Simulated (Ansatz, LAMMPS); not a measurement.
# Zn in place of Al at several sites of 42Ga2O3-58Al2O3 (mol %) with crystalline order left by the classical run (95 atoms)

At which site of 42Ga2O3-58Al2O3 (mol %) with crystalline order left by the classical run (95 atoms) does Zn in place of Al cost least, and what about the site decides it?

Calculated with Ansatz 0.2.0; Kohn-Sham DFT, PBEsol, PAW (set soft_2), plane waves.

## Step 1: The structure

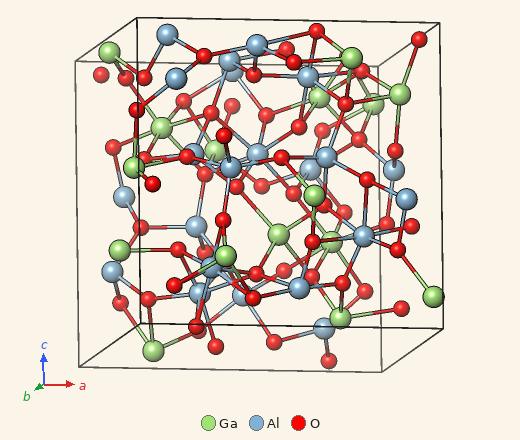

The cell as given, slightly off an axis (gallium green, aluminium light blue, oxygen red). Bonds to atoms that aren't drawn are left out. Some periodic images of atoms are drawn too.

The cell holds 95 atoms: 16 Ga, 22 Al and 57 O. Its edges and angles: a = 9.820 Å, b = 9.820 Å, c = 9.820 Å, α = 90.0°, β = 90.0°, γ = 90.0°. 95 atoms (16 Fe, 22 Al, 57 O) placed at random at 3.62 g/cm³, melted at 5000 K for 10 ps at fixed volume with the Morse and Coulomb pair potential with partial charges (Pedone, Malavasi, Menziani, Cormack and Segre, J. Phys. Chem. B 110, 11780 (2006)). Quenched from 5000 K to 300 K at 100 K/ps and fixed volume, held 10 ps at zero pressure, then minimised at fixed cell. Then Fe was replaced by Ga and the cell scaled by 1.006 (the potential has no terms for the new elements, so the cell is a start for a DFT relaxation).

What the set-up can't give: The quench rate of 100 K/ps is many orders above laboratory rates, so the cell is likely richer in defects and strain than a real sample. The network of bonds at the start is that of the classical potential that made the cell, and needn't be the one that DFT or experiment would give. Only the Γ point is sampled, in a cell whose shortest periodic width is 10 Å.

## Step 2: Single point at the start

A single point comes first, to see the forces before anything moves.

Contents of input.yaml:

```yaml
crystal:
  lattice:
    - [9.81985, 0.0, 0.0]
    - [0.0, 9.81985, 0.0]
    - [0.0, 0.0, 9.81985]
  atoms:
    - { symbol: Ga, position: [0.4423, 0.91222, 0.70249] }
    - { symbol: Ga, position: [0.22053, 0.69405, 0.74208] }
    - { symbol: Ga, position: [0.71797, 0.04625, 0.88625] }
    - { symbol: Ga, position: [0.20706, 0.80497, 0.0287] }
    - { symbol: Ga, position: [0.02935, 0.46206, 0.30495] }
    - { symbol: Ga, position: [0.58349, 0.01844, 0.43022] }
    - { symbol: Ga, position: [0.98077, 0.05649, 0.11156] }
    - { symbol: Ga, position: [0.2915, 0.03675, 0.2305] }
    - { symbol: Ga, position: [0.56123, 0.49261, 0.37029] }
    - { symbol: Ga, position: [0.72144, 0.59049, 0.83636] }
    - { symbol: Ga, position: [0.7622, 0.49505, 0.10097] }
    - { symbol: Ga, position: [0.7802, 0.70738, 0.3804] }
    - { symbol: Ga, position: [0.01439, 0.51763, 0.95983] }
    - { symbol: Ga, position: [0.03175, 0.22893, 0.5426] }
    - { symbol: Ga, position: [0.92323, 0.27753, 0.80382] }
    - { symbol: Ga, position: [0.94386, 0.80664, 0.84851] }
    - { symbol: Al, position: [0.1323, 0.02251, 0.8056] }
    - { symbol: Al, position: [0.73488, 0.8139, 0.63184] }
    - { symbol: Al, position: [0.63157, 0.33219, 0.86404] }
    - { symbol: Al, position: [0.67443, 0.26073, 0.59164] }
    - { symbol: Al, position: [0.15368, 0.26084, 0.9836] }
    - { symbol: Al, position: [0.4006, 0.46994, 0.93322] }
    - { symbol: Al, position: [0.06931, 0.77994, 0.28114] }
    - { symbol: Al, position: [0.88531, 0.00728, 0.42201] }
    - { symbol: Al, position: [0.34372, 0.75761, 0.43061] }
    - { symbol: Al, position: [0.95571, 0.54738, 0.59586] }
    - { symbol: Al, position: [0.14083, 0.92371, 0.54771] }
    - { symbol: Al, position: [0.57623, 0.24606, 0.16022] }
    - { symbol: Al, position: [0.42401, 0.13751, 0.93669] }
    - { symbol: Al, position: [0.27405, 0.4506, 0.62264] }
    - { symbol: Al, position: [0.29809, 0.30015, 0.23118] }
    - { symbol: Al, position: [0.51496, 0.5908, 0.64648] }
    - { symbol: Al, position: [0.50713, 0.81429, 0.2168] }
    - { symbol: Al, position: [0.31132, 0.55731, 0.18322] }
    - { symbol: Al, position: [0.77354, 0.81159, 0.11235] }
    - { symbol: Al, position: [0.33966, 0.17266, 0.54038] }
    - { symbol: Al, position: [0.47463, 0.78111, 0.94491] }
    - { symbol: Al, position: [0.79087, 0.24308, 0.3328] }
    - { symbol: O, position: [0.09239, 0.85499, 0.69911] }
    - { symbol: O, position: [0.09974, 0.38029, 0.85886] }
    - { symbol: O, position: [0.92618, 0.37864, 0.63385] }
    - { symbol: O, position: [0.60349, 0.79215, 0.0621] }
    - { symbol: O, position: [0.07112, 0.92918, 0.9464] }
    - { symbol: O, position: [0.37894, 0.63741, 0.02192] }
    - { symbol: O, position: [0.85325, 0.85384, 0.49852] }
    - { symbol: O, position: [0.21977, 0.2912, 0.59062] }
    - { symbol: O, position: [0.32212, 0.82987, 0.85078] }
    - { symbol: O, position: [0.90394, 0.78369, 0.23223] }
    - { symbol: O, position: [0.44614, 0.30116, 0.86316] }
    - { symbol: O, position: [0.51706, 0.00134, 0.86261] }
    - { symbol: O, position: [0.73726, 0.33225, 0.19119] }
    - { symbol: O, position: [0.26812, 0.4099, 0.05316] }
    - { symbol: O, position: [0.86381, 0.65462, 0.70896] }
    - { symbol: O, position: [0.40395, 0.91822, 0.36976] }
    - { symbol: O, position: [0.42228, 0.48953, 0.52378] }
    - { symbol: O, position: [0.15429, 0.20012, 0.15523] }
    - { symbol: O, position: [0.28595, 0.01428, 0.62022] }
    - { symbol: O, position: [0.13451, 0.56345, 0.61895] }
    - { symbol: O, position: [0.46549, 0.39461, 0.22574] }
    - { symbol: O, position: [0.12621, 0.93197, 0.20201] }
    - { symbol: O, position: [0.35204, 0.53599, 0.77034] }
    - { symbol: O, position: [0.57127, 0.71592, 0.79199] }
    - { symbol: O, position: [0.69048, 0.59708, 0.25002] }
    - { symbol: O, position: [0.64666, 0.66051, 0.52981] }
    - { symbol: O, position: [0.59293, 0.48362, 0.97496] }
    - { symbol: O, position: [0.41891, 0.66808, 0.29779] }
    - { symbol: O, position: [0.97128, 0.19087, 0.97199] }
    - { symbol: O, position: [0.63452, 0.19826, 0.9947] }
    - { symbol: O, position: [0.09973, 0.67133, 0.89935] }
    - { symbol: O, position: [0.68654, 0.3669, 0.4506] }
    - { symbol: O, position: [0.86877, 0.07889, 0.2663] }
    - { symbol: O, position: [0.4064, 0.16472, 0.11289] }
    - { symbol: O, position: [0.37382, 0.88863, 0.10973] }
    - { symbol: O, position: [0.78063, 0.12895, 0.50134] }
    - { symbol: O, position: [0.59444, 0.9163, 0.59007] }
    - { symbol: O, position: [0.82986, 0.43092, 0.90098] }
    - { symbol: O, position: [0.93818, 0.58858, 0.42386] }
    - { symbol: O, position: [0.60114, 0.14425, 0.29775] }
    [... 11 atom lines left out ...]
    - { symbol: O, position: [0.81745, 0.95656, 0.0281] }
    - { symbol: O, position: [0.833, 0.68144, 0.98175] }
    - { symbol: O, position: [0.79432, 0.90287, 0.77242] }
    - { symbol: O, position: [0.96177, 0.30324, 0.37713] }
    - { symbol: O, position: [0.0214, 0.12297, 0.71528] }
    - { symbol: O, position: [0.65352, 0.86249, 0.30626] }
kpoints:
  mp_grid: { grid: [1, 1, 1] }
hamiltonian:
  xc: pbesol
scf:
  occupations: { method: fixed }
output:
  forces: true
```

Run with:

```console
$ ansatz run input.yaml --threads 4 --pin off --max-ram 8192MiB --backend cpu --events-out ev --progress --plain --runs-dir out
```

Numbers of over 12 decimals in the logs are rounded to 6 here.

What it wrote:

```text
[...]
Pseudopotentials: kind: paw
Pseudopotential: Ga, paw, valence charge 13, recommended cutoff 420 eV (normal), Ga.paw.azcp
Pseudopotential: Al, paw, valence charge 3, recommended cutoff 420 eV (normal), Al.paw.azcp
Pseudopotential: O, paw, valence charge 6, recommended cutoff 420 eV (normal), O.paw.azcp
[... 3 lines on functional and potentials left out ...]
Crystal: 95 atoms, lattice volume = 946.923 Å³
Basis set: ecut = 420 eV, 18613 PW (Γ), exchange–correlation on 144×144×144 points (8 copies of the dense FFT grid, shifted against one another)
Bands: 403, of which v1, the nominal top of the filled ones, is band 308 counted from 1 (307 counted from 0)
Symmetry: 1 space group operations
Space group: P1 (ITA 1), of the structure as read, at distance tolerance 9.8e-5 Å
k-points: 1
[... 10 lines on functional and potentials left out ...]
Initial density: superposition of atomic densities (neutral atoms: chi_scale 0, normalization atom), corrected by the library's trained network
Initial wavefunctions: pseudopotential atomic-orbital guess
[...]
SCF iter   1: F=—  HF=-103482.224301 eV  |F-HF|=—  |Δ(HF+E_count)|=         —  Δρ=1.52e-2  dr2=1.70e0  ethr=1.77e-3  ⟨swp⟩=5.0  Hψ=1287  notcnv=0  defer=92
preconditioner: auto → Resta (q_TF=auto, 2.540 Å⁻¹)  ε∞=4.1  [insulator: Δε(μ)=2.380 eV  Ē_g=17.074 eV  n_scr=250 (ndim 8)  ℏωp=29.9 eV  f_vac=0.016  ε∞_Penn≈4.1]
[...]
SCF iter   8: F=—  HF=-103481.721946 eV  |F-HF|=—  |Δ(HF+E_count)|=   5.82e-7  Δρ=6.33e-6  dr2=3.54e-7  ethr=3.01e-10  ⟨swp⟩=2.0  Hψ=601  notcnv=0  defer=90
SCF iter   9: F=-103481.721946 eV  HF=-103481.721946 eV  |F-HF|=3.95e-8  |Δ(HF+E_count)|=   6.83e-8  Δρ=3.36e-6  dr2=8.53e-8  ethr=1.62e-11  ⟨swp⟩=4.0  Hψ=1247  notcnv=0
SCF 1 converged in 9 iterations: F = -103481.721946 eV  dr2 = 8.53e-8
[...]
SCF converged after 9 iterations
Free energy (F): -103481.721946 eV
Harris-Foulkes:  -103481.721946 eV  (|F-HF|=3.95e-8)
Internal energy: -103481.721946 eV  (E = F + TS)
E sigma→0 (E₀):  -103481.721946 eV
Fermi energy:    7.643500 eV
--- Per-component energies (eV) ---
[...]
Σ components = -103481.721946   (vs F -103481.721946, Δ=0.00e0)
--- Forces (eV/Å), atoms counted from 1 ---
  atom   1  Ga    -0.28050211     0.23175427    -0.76625697
  atom   2  Ga    -0.03629665    -0.11728469    -0.09666103
  atom   3  Ga    -0.31285812    -0.29627737     0.45404578
  atom   4  Ga    -0.03642018    -0.14937553     0.85986998
[...]
atom  95  O      1.09367252     0.07268973     0.34665638
  max |Σ_I F_I| component: 4.75e-5 eV/Å
```

Run time: 10 s. Hardware: 4 threads of Arm Neoverse V2, shared host; peak memory 1.3 GiB.

The r.m.s. force at the start is 0.59 eV/Å.

## Step 3: Relaxation

The atoms are relaxed in the fixed cell, aiming at the force tolerance of the input.

Contents of input.yaml:

```yaml
crystal:
  lattice:
    - [9.81985, 0.0, 0.0]
    - [0.0, 9.81985, 0.0]
    - [0.0, 0.0, 9.81985]
  atoms:
    [... the 95 atom lines of step 2 ...]
kpoints:
  mp_grid: { grid: [1, 1, 1] }
hamiltonian:
  xc: pbesol
scf:
  occupations: { method: fixed }
output:
  forces: true
relax:
  f_tol: 0.05
  max_steps: 120
```

What it wrote:

```text
[...]
Crystal: 95 atoms, lattice volume = 946.923 Å³
Basis set: ecut = 420 eV, 18613 PW (Γ), exchange–correlation on 144×144×144 points (8 copies of the dense FFT grid, shifted against one another)
Bands: 403, of which v1, the nominal top of the filled ones, is band 308 counted from 1 (307 counted from 0)
Symmetry: 1 space group operations
[...]
k-points: 1
[...]
SCF iter   1: F=—  HF=-103482.224301 eV  |F-HF|=—  |Δ(HF+E_count)|=         —  Δρ=1.52e-2  dr2=1.70e0  ethr=1.77e-3  ⟨swp⟩=5.0  Hψ=1287  notcnv=0  defer=92
[...]
SCF iter   6: F=-103481.721923 eV  HF=-103481.721952 eV  |F-HF|=2.90e-5  |Δ(HF+E_count)|=   5.19e-5  Δρ=6.99e-5  dr2=3.66e-5  ethr=1.01e-8  ⟨swp⟩=2.0  Hψ=1327  notcnv=0
SCF 1 converged in 6 iterations: F = -103481.721923 eV  dr2 = 3.66e-5
[...]
relax step   1: F+E_penalty+E_count = -103481.72192271 eV  Δ(F+E_penalty+E_count) = +0.000e0 eV  max|allowed force component| = 2.214e0 eV/Å  Δτ_max = 0.0000 Å  (6 SCF iters, dr2 threshold 6.25e-5 eV, accepted)
[...]
relax step   2: F+E_penalty+E_count = -103483.18255353 eV  Δ(F+E_penalty+E_count) = -1.461e0 eV  max|allowed force component| = 1.299e0 eV/Å  Δτ_max = 0.0719 Å  (6 SCF iters, dr2 threshold 1.00e-4 eV, accepted)
[...]
relax step   3: F+E_penalty+E_count = -103484.11471066 eV  Δ(F+E_penalty+E_count) = -9.322e-1 eV  max|allowed force component| = 5.040e-1 eV/Å  Δτ_max = 0.0857 Å  (7 SCF iters, dr2 threshold 1.00e-4 eV, accepted)
relax step   4: F+E_penalty+E_count = -103484.34562502 eV  Δ(F+E_penalty+E_count) = -2.309e-1 eV  max|allowed force component| = 4.231e-1 eV/Å  Δτ_max = 0.2000 Å  (7 SCF iters, dr2 threshold 3.82e-5 eV, accepted)
relax step   5: F+E_penalty+E_count = -103484.55124267 eV  Δ(F+E_penalty+E_count) = -2.056e-1 eV  max|allowed force component| = 2.383e-1 eV/Å  Δτ_max = 0.2000 Å  (7 SCF iters, dr2 threshold 2.69e-5 eV, accepted)
relax step   6: F+E_penalty+E_count = -103484.58517420 eV  Δ(F+E_penalty+E_count) = -3.393e-2 eV  max|allowed force component| = 2.402e-1 eV/Å  Δτ_max = 0.1545 Å  (6 SCF iters, dr2 threshold 1.80e-5 eV, accepted)
relax step   7: F+E_penalty+E_count = -103484.59907239 eV  Δ(F+E_penalty+E_count) = -1.390e-2 eV  max|allowed force component| = 6.000e-2 eV/Å  Δτ_max = 0.0691 Å  (6 SCF iters, dr2 threshold 1.83e-5 eV, accepted)
[...]
relax step   8: F+E_penalty+E_count = -103484.60138390 eV  Δ(F+E_penalty+E_count) = -2.312e-3 eV  max|allowed force component| = 3.990e-2 eV/Å  Δτ_max = 0.0275 Å  (8 SCF iters, accepted)
SCF converged after 8 iterations
Free energy (F): -103484.601384 eV
[...]
Internal energy: -103484.601384 eV  (E = F + TS)
E sigma→0 (E₀):  -103484.601384 eV
Fermi energy:    7.605253 eV
[...]
--- Forces (eV/Å), atoms counted from 1 ---
  atom   1  Ga    -0.00773639     0.00330026    -0.00377372
  atom   2  Ga    -0.00487141    -0.00328780     0.00149355
  atom   3  Ga     0.00192172    -0.00378415    -0.00499709
  atom   4  Ga    -0.00730196    -0.00359354    -0.00825720
  atom   5  Ga    -0.00450304     0.00069960    -0.00963957
  atom   6  Ga    -0.00008277    -0.01522158     0.00655454
  atom   7  Ga     0.00264571     0.00116780    -0.00528890
  atom   8  Ga    -0.01205800    -0.00258768     0.01499029
  atom   9  Ga    -0.00401933     0.00907500    -0.00272667
  atom  10  Ga     0.00258902    -0.00181546    -0.00083433
  atom  11  Ga     0.00152307    -0.00112728    -0.00637951
  atom  12  Ga    -0.00565543    -0.00413541     0.00144167
  atom  13  Ga     0.01009295     0.00398657     0.00006484
  atom  14  Ga     0.02948581    -0.00142731    -0.03951131
[...]
atom  94  O      0.00234647    -0.00261096    -0.00408573
  atom  95  O     -0.00056567    -0.00139099    -0.00192942
  max |Σ_I F_I| component: 4.13e-5 eV/Å
--- Relaxed structure (8 steps of the walk, 8 accepted, 0 SCFs on fresh bases) ---
  F+E_penalty+E_count = -103484.60138390 eV   max|allowed force component| = 3.990e-2 eV/Å
  atoms:
    - { symbol: Ga, position: [0.439760, 0.921679, 0.690223] }
    - { symbol: Ga, position: [0.222154, 0.696584, 0.739192] }
    - { symbol: Ga, position: [0.713595, 0.042709, 0.882518] }
    - { symbol: Ga, position: [0.194804, 0.811466, 0.018190] }
[...]
- { symbol: O, position: [0.650981, 0.848187, 0.289220] }
```

Wall time 64 s (4 threads); peak memory 1.3 GiB.

The relaxation converged after 8 steps, 2.88 eV below its start, with a largest force component of 0.040 eV/Å.

## Step 4: Single point at the relaxed geometry

The electronic structure is read at the final geometry, in a run of its own.

Contents of input.yaml:

```yaml
crystal:
  lattice:
    - [9.81985, 0.0, 0.0]
    - [0.0, 9.81985, 0.0]
    - [0.0, 0.0, 9.81985]
  atoms:
    - { symbol: Ga, position: [0.43976, 0.92168, 0.69022] }
    - { symbol: Ga, position: [0.22215, 0.69658, 0.73919] }
    - { symbol: Ga, position: [0.7136, 0.04271, 0.88252] }
    - { symbol: Ga, position: [0.1948, 0.81147, 0.01819] }
    - { symbol: Ga, position: [0.02709, 0.45932, 0.30922] }
    - { symbol: Ga, position: [0.5794, 0.98356, 0.40755] }
    [... 83 atom lines left out ...]
    - { symbol: O, position: [0.80655, 0.97502, 0.03561] }
    - { symbol: O, position: [0.83218, 0.69711, 0.97388] }
    - { symbol: O, position: [0.7981, 0.91128, 0.77017] }
    - { symbol: O, position: [0.96716, 0.30359, 0.38325] }
    - { symbol: O, position: [0.02669, 0.14158, 0.72295] }
    - { symbol: O, position: [0.65098, 0.84819, 0.28922] }
kpoints:
  mp_grid: { grid: [1, 1, 1] }
hamiltonian:
  xc: pbesol
scf:
  occupations: { method: fixed }
output:
  forces: true
  stress: true
  populations: true
  dos:
    method: { smearing: { sigma: 0.1 } }
    de: 0.1
    projected: { site_lists: { Al: [Al], Ga: [Ga], O: [O] } }
  eigenvalues: true
  write_density: true
  write_potential: true
  volumetric_format: npy
```

What it wrote:

```text
[...]
Crystal: 95 atoms, lattice volume = 946.923 Å³
Basis set: ecut = 420 eV, 18613 PW (Γ), exchange–correlation on 144×144×144 points (8 copies of the dense FFT grid, shifted against one another)
Bands: 403, of which v1, the nominal top of the filled ones, is band 308 counted from 1 (307 counted from 0)
Symmetry: 1 space group operations
[...]
k-points: 1
[...]
SCF iter   1: F=—  HF=-103485.098950 eV  |F-HF|=—  |Δ(HF+E_count)|=         —  Δρ=1.52e-2  dr2=1.70e0  ethr=1.77e-3  ⟨swp⟩=5.0  Hψ=1398  notcnv=0  defer=93
[...]
SCF iter   9: F=-103484.601376 eV  HF=-103484.601376 eV  |F-HF|=6.87e-8  |Δ(HF+E_count)|=   8.86e-8  Δρ=3.73e-6  dr2=9.66e-8  ethr=1.62e-11  ⟨swp⟩=20.0  Hψ=3414  notcnv=0
SCF 1 converged in 9 iterations: F = -103484.601376 eV  dr2 = 9.66e-8
[...]
SCF converged after 9 iterations
Free energy (F): -103484.601376 eV
[...]
Internal energy: -103484.601376 eV  (E = F + TS)
E sigma→0 (E₀):  -103484.601376 eV
Fermi energy:    7.605227 eV
[...]
--- Forces (eV/Å), atoms counted from 1 ---
  atom   1  Ga    -0.00768038     0.00295805    -0.00299298
  atom   2  Ga    -0.00326710    -0.00216750     0.00250133
  atom   3  Ga     0.00088927    -0.00381729    -0.00533644
  atom   4  Ga    -0.00616819    -0.00406685    -0.00813752
  atom   5  Ga    -0.00414687     0.00043496    -0.01022589
  atom   6  Ga    -0.00058358    -0.01533416     0.00576878
  atom   7  Ga     0.00292980     0.00135511    -0.00575614
  atom   8  Ga    -0.01217872    -0.00308015     0.01533449
  atom   9  Ga    -0.00480245     0.01041219    -0.00305680
  atom  10  Ga     0.00219862    -0.00109352    -0.00048582
  atom  11  Ga     0.00087610    -0.00135831    -0.00583280
  atom  12  Ga    -0.00670200    -0.00480783     0.00075941
  atom  13  Ga     0.01031138     0.00396028     0.00132469
  atom  14  Ga     0.02989306    -0.00202434    -0.03908653
[...]
atom  94  O      0.00300324    -0.00363467    -0.00477755
  atom  95  O      0.00018883    -0.00160725    -0.00142821
  max |Σ_I F_I| component: 5.50e-5 eV/Å
--- Stress (GPa, compression-positive) ---
        0.624491       0.471134       1.239411
        0.471124       2.698641       0.105774
        1.239415       0.105777       5.369249
  P = ⅓ Tr σ = 2.8975 GPa (28.975 kbar)
--- Band table (eV) ---
[...]
--- Löwdin populations: 95 sites ---
  site symbol       q [e]
     0     Ga     11.9935
     1     Ga     12.0039
     2     Ga     11.9467
[...]
94      O      6.7105
  spilling = 0.005594 (of n_electrons = 616.000000)
```

Wall time 19 s (4 threads); peak memory 1.4 GiB; 71 s of CPU time.

Numbers from this run:

- free energy: -103484.6014 eV
- free energy per atom: -1089.3116 eV/atom
- SCF cycles: 9
- pressure: 2.897 GPa
- r.m.s. force component: 0.00622 eV/Å
- longest force: 0.05006 eV/Å
- Fermi energy: 7.605 eV
- gap (highest filled to lowest empty level): 2.66 eV
- spilling of the projection: 0.005594

(Continued in part 2 of 4.)

[Logs are printed without paths, hosts, clocks, repeated set-up lines and the standing remarks that a program may print on its own settings, such as how far it seeks lower states.]

[Hosts, paths, dates, database ids (printed as entryN), source tags and the programs' standing remarks are cut or masked in the printed files.]
